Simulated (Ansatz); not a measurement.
# Run report: CH8OSi2, molecular dynamics (part 5 of 5)

Continued. System: CH8OSi2. Method: RKS PBE-D4/cc-pVDZ (Ansatz 0.2.0). It belongs to a series of runs on one base structure; here: dynamics from the start.

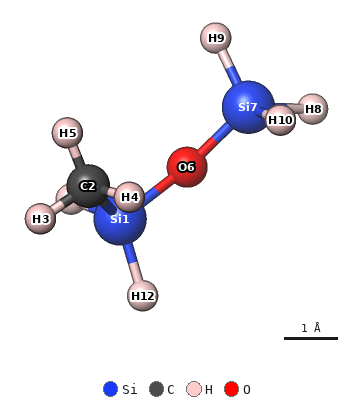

The geometry at step 135 of the log (ball-and-stick view, seen at a tilt; atoms are numbered from 1 in the order of the input).

Trajectory as extended XYZ, continued:
```
12
Properties=species:S:1:pos:R:3:forces:R:3 step=119 time_fs=59.5 energy=-18958.53666 temperature=416.9
Si   -0.1923    0.0388   -0.0048    1.1404   1.4179   0.2616
C     0.1110   -0.0054    1.9174   -0.4758   0.8052  -0.6297
H    -0.7294    0.4139    2.5495    0.4881  -0.0769  -0.5726
H     0.2421   -1.0372    2.2428    0.3224  -0.5918   0.2544
H     1.0493    0.6016    2.0714   -0.5098  -0.4342   0.0839
O     1.2302   -0.4084   -0.8328   -0.4585  -1.2430   0.0042
Si    2.6488   -1.3145   -0.8574    0.1052   1.8098   2.0955
H     2.8645   -1.8384   -2.1349    0.2790  -1.0384  -2.0999
H     3.6779   -0.1442   -0.6776   -0.1259  -0.9867   0.1930
H     2.6387   -2.4367    0.1817    0.1991   0.2757  -0.1053
H     0.0728    1.4312   -0.5477   -1.0526   0.3533   0.4418
H    -1.4937   -0.5326   -0.5123    0.0885  -0.2911   0.0732
12
Properties=species:S:1:pos:R:3:forces:R:3 step=121 time_fs=60.5 energy=-18958.50051 temperature=389.3
Si   -0.1937    0.0417   -0.0061    1.5019   1.3243   0.4077
C     0.1171   -0.0044    1.9196   -0.1229  -0.0851  -0.5397
H    -0.7158    0.4194    2.5326    0.1062  -0.0392  -0.3058
H     0.2316   -1.0751    2.2358    0.2386   0.4394   0.0207
H     1.0438    0.6154    2.1191   -0.5154  -0.6287  -0.0970
O     1.2258   -0.4152   -0.8353   -0.4442  -1.2538  -0.0204
Si    2.6493   -1.3125   -0.8560   -0.1655   1.7875   2.3124
H     2.8861   -1.8161   -2.1232    0.3456  -1.1645  -2.4504
H     3.6621   -0.1566   -0.6703    0.0587  -0.7815   0.2681
H     2.6253   -2.4434    0.1637    0.2234   0.2099  -0.0235
H     0.0833    1.4146   -0.5624   -1.0754   0.5535   0.4007
H    -1.4740   -0.5411   -0.5092   -0.1510  -0.3618   0.0272
12
Properties=species:S:1:pos:R:3:forces:R:3 step=123 time_fs=61.5 energy=-18958.50341 temperature=391.5
Si   -0.1945    0.0450   -0.0073    1.7981   1.2102   0.5398
C     0.1231   -0.0036    1.9213    0.1645  -0.8807  -0.6003
H    -0.7014    0.4245    2.5129   -0.3623   0.0422   0.0089
H     0.2234   -1.1089    2.2291    0.1832   1.2319  -0.1262
H     1.0333    0.6232    2.1658   -0.3912  -0.7137  -0.2540
O     1.2212   -0.4227   -0.8378   -0.4342  -1.2254  -0.0431
Si    2.6498   -1.3098   -0.8539   -0.3637   1.4330   1.8525
H     2.9109   -1.8048   -2.1346    0.2910  -1.0222  -2.1377
H     3.6470   -0.1764   -0.6605    0.2971  -0.4940   0.3474
H     2.6140   -2.4481    0.1455    0.2368   0.1216   0.0661
H     0.0834    1.4033   -0.5733   -1.0701   0.7146   0.3522
H    -1.4557   -0.5530   -0.5059   -0.3492  -0.4176  -0.0057
12
Properties=species:S:1:pos:R:3:forces:R:3 step=126 time_fs=63.0 energy=-18958.56852 temperature=441.5
Si   -0.1947    0.0507   -0.0088    2.0387   1.0201   0.6550
C     0.1323   -0.0037    1.9230    0.2291  -1.5426  -0.8027
H    -0.6873    0.4332    2.4842   -0.9085   0.1169   0.3418
H     0.2143   -1.1365    2.2166    0.1442   1.7434  -0.1633
H     1.0115    0.6223    2.2310   -0.0192  -0.6371  -0.4037
O     1.2137   -0.4354   -0.8416   -0.4225  -1.1109  -0.0731
Si    2.6503   -1.3050   -0.8496   -0.5119   0.5230   0.3631
H     2.9527   -1.8050   -2.1871    0.0189  -0.5039  -0.8579
H     3.6305   -0.2139   -0.6392    0.6998   0.0186   0.4602
H     2.6014   -2.4533    0.1197    0.2363  -0.0246   0.1895
H     0.0646    1.3994   -0.5834   -1.0230   0.8261   0.2911
H    -1.4347   -0.5785   -0.5010   -0.4819  -0.4290   0.0001
12
Properties=species:S:1:pos:R:3:forces:R:3 step=128 time_fs=64.0 energy=-18958.62540 temperature=485.5
Si   -0.1939    0.0549   -0.0095    2.0375   0.8966   0.6541
C     0.1387   -0.0052    1.9234   -0.0911  -1.4938  -0.8710
H    -0.6881    0.4402    2.4686   -0.9543   0.0424   0.3438
H     0.2100   -1.1347    2.2064    0.1338   1.6203  -0.0869
H     0.9962    0.6140    2.2699    0.2760  -0.4834  -0.4375
O     1.2084   -0.4447   -0.8442   -0.4133  -0.9928  -0.0913
Si    2.6504   -1.3015   -0.8465   -0.5356  -0.0778  -0.6414
H     2.9812   -1.8119   -2.2343   -0.1929  -0.1443   0.0458
H     3.6272   -0.2394   -0.6197    0.9232   0.3233   0.5158
H     2.5957   -2.4569    0.1046    0.2235  -0.1077   0.2472
H     0.0397    1.4066   -0.5866   -0.9723   0.7866   0.2729
H    -1.4264   -0.6006   -0.4977   -0.4346  -0.3694   0.0484
12
Properties=species:S:1:pos:R:3:forces:R:3 step=131 time_fs=65.5 energy=-18958.70392 temperature=546.0
Si   -0.1915    0.0619   -0.0101    1.8232   0.7416   0.5515
C     0.1480   -0.0097    1.9226   -0.9448  -0.5377  -0.8646
H    -0.7053    0.4510    2.4508   -0.5204  -0.2497   0.0653
H     0.2059   -1.1048    2.1901    0.1276   0.6985   0.1630
H     0.9789    0.5934    2.3203    0.6121  -0.2103  -0.4310
O     1.2001   -0.4597   -0.8482   -0.3964  -0.7687  -0.1183
Si    2.6503   -1.2963   -0.8423   -0.4046  -0.6607  -1.6491
H     3.0200   -1.8241   -2.3023   -0.4381   0.2543   1.0196
H     3.6392   -0.2714   -0.5812    1.0198   0.5393   0.5316
H     2.5913   -2.4643    0.0864    0.1900  -0.1730   0.2759
H    -0.0149    1.4309   -0.5864   -0.8667   0.5537   0.2890
H    -1.4212   -0.6400   -0.4917   -0.2018  -0.1874   0.1670
12
Properties=species:S:1:pos:R:3:forces:R:3 step=133 time_fs=66.5 energy=-18958.73024 temperature=566.3
Si   -0.1890    0.0669   -0.0103    1.5857   0.6636   0.4504
C     0.1534   -0.0133    1.9211   -1.4777   0.6109  -0.8740
H    -0.7237    0.4555    2.4402   -0.0885  -0.4598  -0.1588
H     0.2048   -1.0752    2.1808    0.1237  -0.3593   0.4028
H     0.9742    0.5768    2.3488    0.6790  -0.0708  -0.4366
O     1.1942   -0.4703   -0.8510   -0.3842  -0.5989  -0.1378
Si    2.6500   -1.2931   -0.8402   -0.1585  -0.7926  -1.9394
H     3.0409   -1.8297   -2.3367   -0.5385   0.4198   1.3892
H     3.6593   -0.2866   -0.5491    0.8651   0.4724   0.4769
H     2.5906   -2.4712    0.0776    0.1614  -0.1647   0.2534
H    -0.0618    1.4541   -0.5829   -0.7705   0.3101   0.3217
H    -1.4204   -0.6687   -0.4859    0.0029  -0.0307   0.2522
12
Properties=species:S:1:pos:R:3:forces:R:3 step=135 time_fs=67.5 energy=-18958.73412 temperature=569.8
Si   -0.1861    0.0721   -0.0103    1.3136   0.5986   0.3552
C     0.1576   -0.0164    1.9190   -1.7905   1.8028  -0.8963
H    -0.7430    0.4557    2.4281    0.2911  -0.5993  -0.3120
H     0.2048   -1.0491    2.1753    0.1114  -1.4548   0.6287
H     0.9759    0.5595    2.3731    0.6031   0.0046  -0.4780
O     1.1880   -0.4813   -0.8538   -0.3717  -0.4216  -0.1590
Si    2.6497   -1.2902   -0.8388    0.1994  -0.7730  -1.9730
H     3.0568   -1.8313   -2.3579   -0.5955   0.5227   1.5817
H     3.6875   -0.2973   -0.5125    0.5587   0.2747   0.3682
H     2.5915   -2.4797    0.0711    0.1304  -0.1158   0.2024
H    -0.1160    1.4802   -0.5763   -0.6487   0.0334   0.3590
H    -1.4197   -0.6978   -0.4776    0.1987   0.1277   0.3232
12
Properties=species:S:1:pos:R:3:forces:R:3 step=138 time_fs=69.0 energy=-18958.78661 temperature=610.8
Si   -0.1808    0.0802   -0.0101    0.9015   0.4978   0.2645
C     0.1612   -0.0182    1.9145   -1.7375   2.3790  -0.7497
H    -0.7661    0.4453    2.4043    0.5896  -0.6076  -0.3378
H     0.2067   -1.0374    2.1785    0.0536  -1.9676   0.6557
H     0.9887    0.5336    2.4006    0.3059   0.0244  -0.5915
O     1.1784   -0.4982   -0.8583   -0.3495  -0.1559  -0.1943
Si    2.6493   -1.2863   -0.8378    0.8007  -0.6304  -1.6788
H     3.0698   -1.8243   -2.3612   -0.6159   0.5895   1.6208
H     3.7387   -0.3093   -0.4515   -0.0262  -0.0996   0.1386
H     2.5951   -2.4942    0.0649    0.0829   0.0108   0.0938
H    -0.2086    1.5192   -0.5598   -0.4186  -0.3670   0.3967
H    -1.4145   -0.7386   -0.4594    0.4135   0.3267   0.3819
12
Properties=species:S:1:pos:R:3:forces:R:3 step=140 time_fs=70.0 energy=-18958.87895 temperature=681.5
Si   -0.1769    0.0859   -0.0099    0.6521   0.4109   0.2507
C     0.1618   -0.0171    1.9108   -1.3924   1.5969  -0.4803
H    -0.7748    0.4311    2.3844    0.5627  -0.4767  -0.2178
H     0.2087   -1.0525    2.1885   -0.0109  -1.2435   0.3796
H     1.0013    0.5166    2.4121    0.0689   0.0178  -0.6630
O     1.1718   -0.5096   -0.8614   -0.3289   0.0136  -0.2195
Si    2.6494   -1.2840   -0.8379    1.1345  -0.5326  -1.3128
H     3.0711   -1.8126   -2.3441   -0.5858   0.5798   1.4909
H     3.7733   -0.3179   -0.4089   -0.3932  -0.3068  -0.0257
H     2.5985   -2.5040    0.0620    0.0519   0.1076   0.0173
H    -0.2756    1.5413   -0.5441   -0.2416  -0.5824   0.3967
H    -1.4064   -0.7622   -0.4427    0.4827   0.4155   0.3838
12
Properties=species:S:1:pos:R:3:forces:R:3 step=143 time_fs=71.5 energy=-18958.98444 temperature=762.5
Si   -0.1706    0.0947   -0.0094    0.3464   0.2381   0.3023
C     0.1608   -0.0134    1.9045   -0.5924  -0.2491  -0.1141
H    -0.7785    0.4019    2.3513    0.2000  -0.1261   0.1207
H     0.2113   -1.0939    2.2090   -0.1004   0.3432  -0.1975
H     1.0208    0.4915    2.4173   -0.2250   0.0427  -0.6974
O     1.1614   -0.5267   -0.8663   -0.2814   0.2481  -0.2575
Si    2.6503   -1.2809   -0.8389    1.3955  -0.3820  -0.5043
H     3.0628   -1.7849   -2.2926   -0.4476   0.4580   0.9849
H     3.8173   -0.3367   -0.3458   -0.8037  -0.4826  -0.2436
H     2.6045   -2.5164    0.0577    0.0075   0.2297  -0.0765
H    -0.3799    1.5637   -0.5136    0.0365  -0.7848   0.3508
H    -1.3857   -0.7901   -0.4109    0.4645   0.4648   0.3320
12
Properties=species:S:1:pos:R:3:forces:R:3 step=145 time_fs=72.5 energy=-18958.98375 temperature=762.1
Si   -0.1663    0.1006   -0.0089    0.1984   0.0999   0.3816
C     0.1594   -0.0109    1.9001   -0.0317  -1.2652  -0.0416
H    -0.7781    0.3805    2.3302   -0.1646   0.1478   0.3870
H     0.2120   -1.1196    2.2211   -0.1323   1.1045  -0.5064
H     1.0316    0.4752    2.4125   -0.3321   0.1046  -0.6475
O     1.1543   -0.5379   -0.8698   -0.2341   0.3880  -0.2807
Si    2.6515   -1.2789   -0.8398    1.3622  -0.2374   0.2544
H     3.0518   -1.7608   -2.2459   -0.2696   0.2809   0.3655
H     3.8375   -0.3548   -0.3064   -0.9639  -0.5058  -0.3540
H     2.6086   -2.5221    0.0541   -0.0204   0.2754  -0.1142
H    -0.4494    1.5695   -0.4890    0.2152  -0.8288   0.2902
H    -1.3662   -0.8032   -0.3856    0.3729   0.4361   0.2657
12
Properties=species:S:1:pos:R:3:forces:R:3 step=148 time_fs=74.0 energy=-18958.89400 temperature=693.1
Si   -0.1596    0.1096   -0.0079    0.0635  -0.1261   0.5554
C     0.1575   -0.0093    1.8935    0.4590  -2.0702  -0.1249
H    -0.7813    0.3516    2.3062   -0.5475   0.4619   0.6641
H     0.2106   -1.1375    2.2297   -0.1317   1.5400  -0.7537
H     1.0417    0.4530    2.3940   -0.3194   0.2731  -0.4560
O     1.1434   -0.5543   -0.8753   -0.1346   0.5700  -0.3074
Si    2.6541   -1.2762   -0.8409    0.9870   0.0827   1.7148
H     3.0312   -1.7204   -2.1720    0.1334  -0.1292  -1.0047
H     3.8505   -0.3909   -0.2538   -1.0307  -0.4140  -0.4515
H     2.6144   -2.5257    0.0466   -0.0600   0.2694  -0.1277
H    -0.5492    1.5634   -0.4471    0.4487  -0.7569   0.1603
H    -1.3309   -0.8152   -0.3432    0.1323   0.2994   0.1313
12
Properties=species:S:1:pos:R:3:forces:R:3 step=150 time_fs=75.0 energy=-18958.81266 temperature=630.6
Si   -0.1552    0.1155   -0.0070    0.0222  -0.2873   0.6934
C     0.1565   -0.0102    1.8890    0.3678  -2.0737  -0.2031
H    -0.7894    0.3375    2.2977   -0.4914   0.5365   0.6755
H     0.2081   -1.1316    2.2268   -0.1025   1.3866  -0.7712
H     1.0446    0.4413    2.3760   -0.2080   0.4194  -0.2709
O     1.1359   -0.5648   -0.8792   -0.0496   0.6721  -0.3167
Si    2.6563   -1.2743   -0.8409    0.5843   0.2967   2.6785
H     3.0185   -1.6945   -2.1329    0.4289  -0.4207  -1.9938
H     3.8469   -0.4200   -0.2241   -0.9601  -0.2761  -0.4627
H     2.6176   -2.5249    0.0401   -0.0852   0.2129  -0.1113
H    -0.6107    1.5502   -0.4171    0.5692  -0.6225   0.0525
H    -1.3054   -0.8195   -0.3132   -0.0756   0.1561   0.0297
```

The run was set up as follows.

Input file:
```yaml
crystal:
  periodic: [false, false, false]
  atoms:
    - { symbol: Si, position_ang: [-0.121159, -0.008104, -0.007971] }
    - { symbol: C, position_ang: [0.003287, -0.040636, 1.873924] }
    - { symbol: H, position_ang: [-1.00449, 0.074907, 2.325101] }
    - { symbol: H, position_ang: [0.431337, -0.999875, 2.229883] }
    - { symbol: H, position_ang: [0.644566, 0.786337, 2.239835] }
    - { symbol: O, position_ang: [1.423101, -0.112745, -0.723615] }
    - { symbol: Si, position_ang: [2.557756, -1.362274, -0.890763] }
    - { symbol: H, position_ang: [1.924349, -2.581376, -1.522292] }
    - { symbol: H, position_ang: [3.661987, -0.84062, -1.771517] }
    - { symbol: H, position_ang: [3.126036, -1.755895, 0.454636] }
    - { symbol: H, position_ang: [-0.706859, 1.295939, -0.487737] }
    - { symbol: H, position_ang: [-0.97981, -1.157958, -0.490985] }
basis:
  gaussian: { orbitals: cc-pVDZ }
hamiltonian:
  xc: pbe
  dispersion: d4
md:
  timestep: 0.5
  n_steps: 150
  ensemble: nve
  temperature: 1000.0
  initial_velocities: maxwell_boltzmann
  seed: 637724
```

Command:
```bash
ansatz run input.yaml --threads 2 --pin off --max-ram 3072MiB --backend cpu --events-out ev --progress --plain --runs-dir out
```

Key numbers:

- outcome: finished
- mean temperature over the second half: 551 K
- trajectory: 150 steps, 75 fs
- ensemble: nve
- temperature in the input: 1000.0 K
- time step: 0.5 fs
- potential energy (last step): −18958.8127 eV
- mean-field energy (last step): −18958.5772 eV
- largest force (length of the vector) (last step): 2.758 eV/Å
- hardware: 2 threads of Arm Neoverse V2, 24 GiB of memory available, shared host
- wall time: 4.2 min (CPU time 8.1 min)
- peak memory: 0.14 GiB

So short a trajectory is not equilibrated.
